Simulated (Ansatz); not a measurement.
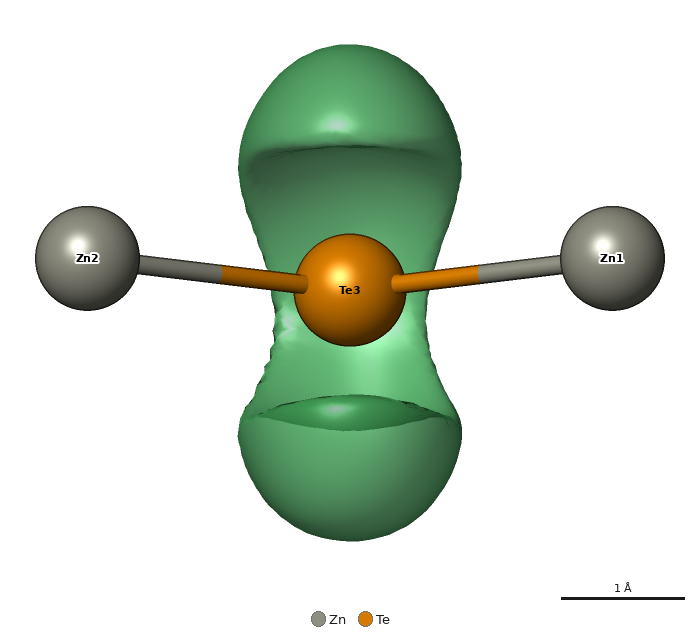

*TeZn2 (charge +1, doublet). Isosurface of the ELF at 0.75 (green), seen from one side. Core shells and regions of very low density are left out.*

Geometry: PBE-D4/def2-TZVP; core potentials replace the inner electrons of Te.

Computed with UKS PBE0-D4/def2-TZVP (Ansatz).

Describe the localisation domains.

Answer. At this value the surface marks out one region wrapped around Te (its valence shell). Along the contacts the grid gives the following. Zn–Te (2.56 Å): the ELF reaches about 0.55 near the midpoint.
